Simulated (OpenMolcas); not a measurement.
**C2H6B (SMILES [BH]CC) at 6 levels**

Wanted: a comparison of 6 runs (UHF/STO-3G, U-revPBE/def2-SVPD, UB3LYP/def2-SVPD, UBLYP/def2-SVPD, UPBE0/def2-SVPD, ROMP2/def2-SVPD) of C2H6B. 

The calculation is run with OpenMolcas 26.06.

## (1) Starting point

The species is C2H6B (9 atoms), meant as a doublet with charge 0. As SMILES, `[BH]CC`. Geometry: relaxed at PBE0-D4/def2-TZVP. This is one conformer, not always the lowest.

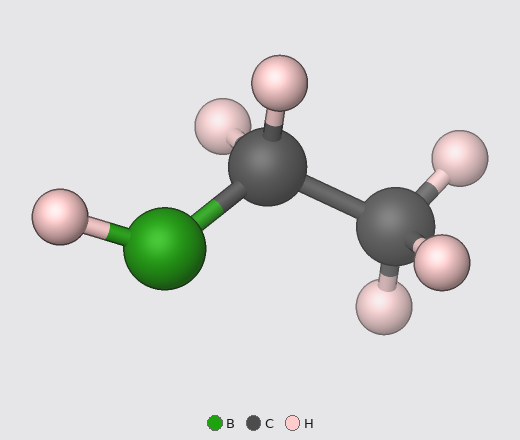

The structure, seen from a chosen angle (boron green, carbon dark grey, hydrogen pink).

## (2) Energy and gradient at UHF/STO-3G (run 1)

The input, mol.input:

```
* C2H6B Hartree-Fock
&GATEWAY
BASLIB=$CurrDir
COORD
9
angstrom
B       -1.415300       0.517300      -0.623600
C        0.077500       0.346900      -0.300600
C        0.504700      -0.731500       0.688600
H       -1.915600       1.307200      -1.370300
H        0.580700       0.211000      -1.273200
H        0.428600       1.341200       0.024500
H        1.588300      -0.746200       0.828800
H        0.197300      -1.721000       0.344100
H        0.042200      -0.571000       1.664600
BASIS=STO-3G
GROUP=NoSym
&SEWARD
&SCF
UHF
SPIN=2
THRESHOLDS=1e-10 1e-07 1e-07 1e-05
PRORBITALS=1 1
&ALASKA
```

The basis set STO-3G is read from a file made from the Basis Set Exchange's data (not shown).

Command:

```sh
$ export MOLCAS_MEM=1860
$ pymolcas mol.input > mol.log
```

The program printed:

```text
--- Start Module: gateway ---
[...]
--- Stop Module: gateway /rc=_RC_ALL_IS_WELL_ ---
[...]
      Basis functions           21
[...]
--- Start Module: scf ---
[...]
       Convergence after  14 Iterations
[...]
::    Total SCF energy                               -102.5825055922
[...]
      Total spin, S                                     0.5009215333
[...]
      Total electronic charge=   23.000000
      Total            charge=   -0.000000
[...]
      Dipole Moment (debye):
      Origin of the operator (angstrom)=   -0.1867    0.0219   -0.0485
                   X=  2.0855E-01               Y= -2.6241E-02               Z=  4.7415E-02           Total=  2.1547E-01
      Quadrupole Moment (debye*angstrom):
[...]
 *              Molecular gradients               *
 **************************************************
  Irreducible representation: a
 ------------------------------------------------------------------------------------------
                              X                       Y                       Z
 ------------------------------------------------------------------------------------------
  B1                3.86346393348083E-02   -6.20884454698126E-03    9.93417338629510E-03
  C2               -2.34601987841609E-02   -2.99890281986868E-02    2.34101032493350E-02
  C3               -1.95820277537262E-03    1.38420687800611E-02   -1.23104663466029E-02
  H4               -1.51819305360281E-02    1.22288940454807E-02   -1.24268706577222E-02
  H5                1.21407440354271E-03    3.66191509974177E-03   -1.09007800406817E-02
  H6                1.56140817709982E-04    1.13710237815829E-02   -2.05461507852689E-03
  H7                5.27235276488280E-03   -7.50745572750733E-04    1.29177589689522E-03
  H8               -2.04556280608192E-03   -4.30553021714530E-03   -1.01556151710169E-03
[...]
```

It took 2.1 s on 1 thread of Arm Neoverse V1, shared host; peak memory 0.37 GiB.

## (3) Energy and gradient at U-revPBE/def2-SVPD (run 2)

The input, job.inp:

```
&GATEWAY
 BasLib=$CurrDir
 Coord
 9
 angstrom
 B       -1.415300       0.517300      -0.623600
 C        0.077500       0.346900      -0.300600
 C        0.504700      -0.731500       0.688600
 H       -1.915600       1.307200      -1.370300
 H        0.580700       0.211000      -1.273200
 H        0.428600       1.341200       0.024500
 H        1.588300      -0.746200       0.828800
 H        0.197300      -1.721000       0.344100
 H        0.042200      -0.571000       1.664600
 Basis=def2-SVPD
 Group=NoSym

&SEWARD
 GridInput
 Grid=UltraFine
 End of Grid

&SCF
 UHF
 Spin=2
 KSDFT=revPBE
 Thresholds=1e-10 1e-07 1e-07 1e-05
 PrOrbitals=1 2

&ALASKA
```

The basis set def2-SVPD is read from a file made from the Basis Set Exchange's data (not shown).

Command:

```sh
$ export MOLCAS_MEM=1860
$ pymolcas job.inp > job.log
```

The program printed:

```text
--- Start Module: gateway ---
[...]
--- Stop Module: gateway /rc=_RC_ALL_IS_WELL_ ---
[...]
      Basis functions          108
[...]
--- Start Module: scf ---
[...]
       Convergence after  14 Iterations
[...]
::    Total KS-DFT energy                            -104.4734688341
[...]
      Total spin, S                                     0.5009980082
[...]
      Total electronic charge=   23.000000
      Total            charge=   -0.000000
[...]
      Dipole Moment (debye):
      Origin of the operator (angstrom)=   -0.1867    0.0219   -0.0485
                   X=  1.2041E+00               Y=  2.8956E-01               Z= -1.1141E-01           Total=  1.2435E+00
      Quadrupole Moment (debye*angstrom):
[...]
 *              Molecular gradients               *
 **************************************************
  Irreducible representation: a
 ------------------------------------------------------------------------------------------
                              X                       Y                       Z
 ------------------------------------------------------------------------------------------
  B1                3.81306075060284E-03    3.15126106011723E-03   -2.29831413280573E-03
  C2                3.81200125466474E-03    2.68087260709571E-03   -1.85514812894327E-03
  C3               -6.13855485810166E-04   -4.14127737115244E-04    2.75304593984060E-04
  H4                4.04650953872365E-03   -5.40237164876611E-03    5.18067201962236E-03
  H5               -4.39227796200781E-03    4.91898963521420E-04    8.59454851368735E-03
  H6               -3.13997515701137E-03   -8.89209094944121E-03   -2.18104622754511E-03
  H7               -1.00407050536333E-02    3.82423270050315E-04   -1.50120828682948E-03
  H8                2.55203934776693E-03    9.19187126728627E-03    2.86385965608815E-03
[...]
```

Run time: 94 s. Hardware: 1 thread of Arm Neoverse V1, shared host; peak memory 0.63 GiB.

## (4) Energy and gradient at UB3LYP/def2-SVPD (run 3)

The input, calc.inp:

```
* C2H6B Kohn-Sham DFT

&GATEWAY
 BasLib = $CurrDir
 Coord
 9
 angstrom
 B       -1.415300       0.517300      -0.623600
 C        0.077500       0.346900      -0.300600
 C        0.504700      -0.731500       0.688600
 H       -1.915600       1.307200      -1.370300
 H        0.580700       0.211000      -1.273200
 H        0.428600       1.341200       0.024500
 H        1.588300      -0.746200       0.828800
 H        0.197300      -1.721000       0.344100
 H        0.042200      -0.571000       1.664600
 Basis = def2-SVPD
 Group = NoSym

&SEWARD
 GridInput
 Grid=UltraFine
 End of Grid

&SCF
 UHF
 Spin = 2
 KSDFT = B3LYP
 Thresholds = 1e-10 1e-07 1e-07 1e-05
 PrOrbitals = 0

&ALASKA
```

The basis set def2-SVPD is read from a file made from the Basis Set Exchange's data (not shown).

Command:

```sh
$ export MOLCAS_MEM=1860
$ pymolcas calc.inp > calc.log
```

The program printed:

```text
--- Start Module: gateway ---
[...]
--- Stop Module: gateway /rc=_RC_ALL_IS_WELL_ ---
[...]
      Basis functions          108
[...]
--- Start Module: scf ---
[...]
       Convergence after  14 Iterations
[...]
::    Total KS-DFT energy                            -104.5137215448
[...]
      Total spin, S                                     0.5007620502
[...]
      Total electronic charge=   23.000000
      Total            charge=   -0.000000
[...]
      Dipole Moment (debye):
      Origin of the operator (angstrom)=   -0.1867    0.0219   -0.0485
                   X=  1.1208E+00               Y=  2.8986E-01               Z= -1.2144E-01           Total=  1.1640E+00
      Quadrupole Moment (debye*angstrom):
[...]
 *              Molecular gradients               *
 **************************************************
  Irreducible representation: a
 ------------------------------------------------------------------------------------------
                              X                       Y                       Z
 ------------------------------------------------------------------------------------------
  B1                1.84569320079397E-03    6.92700722063594E-04   -3.85293310956936E-04
  C2                2.23719424266466E-03    2.05131483932863E-04    1.15195567444992E-04
  C3               -7.06268205433513E-04    5.86015149758978E-04   -6.08884996001535E-04
  H4                1.80721165195852E-03   -1.96955153927680E-03    1.92800870448284E-03
  H5               -2.03767646573727E-03    5.52435814659913E-04    3.95428704273471E-03
  H6               -1.42966996499272E-03   -4.05121768400107E-03   -1.33316633274894E-03
  H7               -4.86130892742764E-03    8.61804421894118E-05   -6.33781439357495E-04
  H8                1.21762933589697E-03    4.53874554049527E-03    1.46613913894456E-03
[...]
```

It took 94 s on 1 thread of Arm Neoverse V1, shared host; peak memory 0.63 GiB.

Runs 4 to 5 aren't shown in full; the table further down has their settings and results.

## (5) A single-point energy at ROMP2/def2-SVPD (run 6)

The input, mol.input:

```
>>> EXPORT MOLCAS_PRINT=2

&GATEWAY
 BASLIB=$CurrDir
 COORD
 9
 angstrom
 B       -1.415300       0.517300      -0.623600
 C        0.077500       0.346900      -0.300600
 C        0.504700      -0.731500       0.688600
 H       -1.915600       1.307200      -1.370300
 H        0.580700       0.211000      -1.273200
 H        0.428600       1.341200       0.024500
 H        1.588300      -0.746200       0.828800
 H        0.197300      -1.721000       0.344100
 H        0.042200      -0.571000       1.664600
 BASIS=def2-SVPD
 GROUP=NoSym

&SEWARD

&SCF
 UHF
 SPIN=2
 THRESHOLDS=1e-10 1e-07 1e-07 1e-05
 PRORBITALS=1 2

&RASSCF
 FILEORB=$Project.UnaOrb
 SPIN=2
 NACTEL=1 0 0
 INACTIVE=11
 RAS2=1
 OUTORBITALS=Canonical
 ORBLISTING=Nothing

&CASPT2
 IPEA=0.0
 FROZEN=3
```

The basis set def2-SVPD is read from a file made from the Basis Set Exchange's data (not shown).

Command:

```sh
$ export MOLCAS_MEM=1860
$ pymolcas mol.input > mol.log
```

The program printed:

```text
--- Start Module: gateway ---
[...]
--- Stop Module: gateway /rc=_RC_ALL_IS_WELL_ ---
[...]
      Basis functions          108
[...]
       Convergence after  17 Iterations
[...]
::    Total SCF energy                               -103.7647881177
[...]
      Total spin, S                                     0.5017500265
[...]
--- Start Module: rasscf ---
[...]
      Number of active orbitals                  1
[...]
      Spin quantum number                      0.5
[...]
      Active orbitals                            1
[...]
      Number of CSFs                             1
[...]
      Number of root(s) required                 1
[...]
      Convergence after  7 iterations
[...]
      printout of CI-coefficients larger than  0.05 for root  1
      energy=    -103.763489
      conf/sym  1     Coeff  Weight
             1  u   1.00000 1.00000
      Natural orbitals and occupation numbers for root  1
      sym 1:   1.000000
      ************************************************************************************************************************
      *                                                    Final results                                                     *
[...]
::    RASSCF root number  1 Total energy:   -103.76348856
[...]
      Total electronic charge=   23.000000
      Total            charge=   -0.000000
[...]
      Dipole Moment (debye):
      Origin of the operator (angstrom)=   -0.1867    0.0219   -0.0485
                   X=  9.6924E-01               Y=  2.7593E-01               Z= -1.2706E-01           Total=  1.0157E+00
      Quadrupole Moment (debye*angstrom):
[...]
--- Stop Module: rasscf /rc=_RC_ALL_IS_WELL_ ---
[...]
--- Start Module: caspt2 ---
[...]
      E2 (Variational):          -0.3703959067
      Total energy:            -104.1338844706
[...]
      Reference weight:           0.88279
[...]
::    CASPT2 Root  1     Total energy:   -104.13388447
[...]
```

Wall time 24 s (1 thread of Arm Neoverse V1, shared host); peak memory 0.63 GiB.

## (6) Overview of the runs

```csv
run,level,integration grid,task,energy (Eh),dipole moment (D),HOMO energy (eV),LUMO energy (eV),wall time
1,UHF/STO-3G,–,gradient,-102.582506,0.22,-7.18,7.09,2.1 s
2,U-revPBE/def2-SVPD,UltraFine,gradient,-104.473469,1.24,-4.23,-2.50,94 s
3,UB3LYP/def2-SVPD,UltraFine,gradient,-104.513722,1.16,-5.19,-1.70,94 s
4,UBLYP/def2-SVPD,UltraFine,gradient,-104.432436,1.21,-4.08,-2.38,94 s
5,UPBE0/def2-SVPD,UltraFine,gradient,-104.367044,1.20,-5.45,-1.53,95 s
6,ROMP2/def2-SVPD,–,energy,-104.133884,–,–,–,24 s
```

## (7) What came out

| quantity | value |
| --- | --- |
| run 6: total energy | -104.13388 Eh |

**Reading.** Over runs 1, 2, 3, 4, 5 the dipole moment (its size) runs from 0.22 D (UHF/STO-3G) to 1.24 D (U-revPBE/def2-SVPD). The two ends differ in method and basis. Totals of different functionals can't be ranked against each other. In run 1 the basis is minimal, so the values are rough. All runs together took 6.7 min, the longest 95 s.
